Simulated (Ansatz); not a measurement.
The calculation's input:

```
crystal:
  periodic: [false, false, false]
  atoms:
    - {symbol: C, position_ang: [0.475656, -2.872180, 0.759600]}
    - {symbol: C, position_ang: [1.503622, -2.448467, -0.267080]}
    - {symbol: O, position_ang: [1.756711, -1.061743, -0.265480]}
    - {symbol: In, position_ang: [0.285426, 0.252736, -0.380818]}
    - {symbol: O, position_ang: [-1.588012, -0.341207, -0.576052]}
    - {symbol: C, position_ang: [-2.641879, 0.580350, -0.771303]}
    - {symbol: C, position_ang: [-3.958174, -0.146987, -0.625539]}
    - {symbol: O, position_ang: [0.636118, 2.195534, -0.348627]}
    - {symbol: C, position_ang: [1.925950, 2.709183, -0.109837]}
    - {symbol: C, position_ang: [2.596688, 2.110727, 1.107812]}
    - {symbol: H, position_ang: [-0.502438, -2.426401, 0.543373]}
    - {symbol: H, position_ang: [0.347050, -3.958138, 0.758305]}
    - {symbol: H, position_ang: [0.788282, -2.567534, 1.761901]}
    - {symbol: H, position_ang: [1.188919, -2.787341, -1.264407]}
    - {symbol: H, position_ang: [2.461757, -2.938647, -0.054091]}
    - {symbol: H, position_ang: [-2.580300, 1.034290, -1.770543]}
    - {symbol: H, position_ang: [-2.593019, 1.405845, -0.047443]}
    - {symbol: H, position_ang: [-4.027747, -0.957781, -1.353869]}
    - {symbol: H, position_ang: [-4.048736, -0.577282, 0.374197]}
    - {symbol: H, position_ang: [-4.795841, 0.537235, -0.786538]}
    - {symbol: H, position_ang: [2.570301, 2.569600, -0.989625]}
    - {symbol: H, position_ang: [1.809356, 3.791324, 0.029011]}
    - {symbol: H, position_ang: [1.981995, 2.266625, 1.998464]}
    - {symbol: H, position_ang: [2.762143, 1.034738, 0.975844]}
    - {symbol: H, position_ang: [3.572872, 2.571323, 1.283246]}
basis:
  gaussian: {orbitals: def2-TZVPP}
hamiltonian: {xc: pbe0, dispersion: d4}
output: {orbitals: {seedname: orbitals}}
```

Command:

```sh
ansatz run in.yaml --threads 4 --pin off --events-out ev --progress --plain --max-ram 46080MiB --backend cuda --devices 0, --max-vram 37GiB
```

Geometry: PBE0-D4/def2-TZVP; core potentials replace the inner electrons of In.

Level of theory: Ansatz 0.2.0, RKS PBE0-D4/def2-TZVPP.

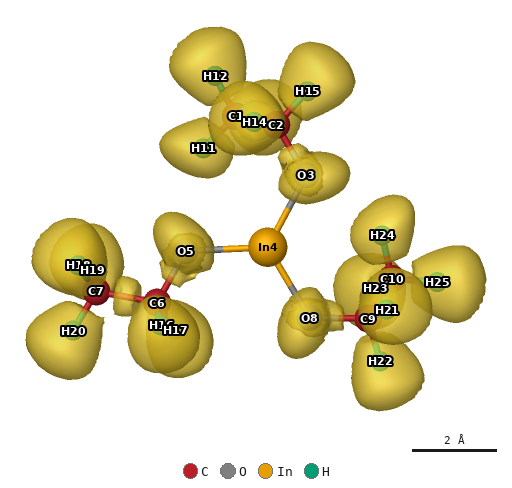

C₆H₁₅InO₃. Isosurface of the ELF at 0.75 (yellow), seen across its widest extent. Core shells and regions of very low density are left out.

Describe the localisation domains.

At this value the surface marks out three regions between bonded C–C atoms (shared pairs), 15 regions around hydrogen nuclei, two regions on O in which the atom's valence shell and bonds are merged and one region wrapped around O (its valence shell). Profiles from the grid: C–O (1.41 Å): the ELF peaks at about 0.85 between the atoms: a shared but strongly polarised pair. C–C (1.51 Å): the ELF peaks at about 0.95 between the atoms: a shared electron pair.
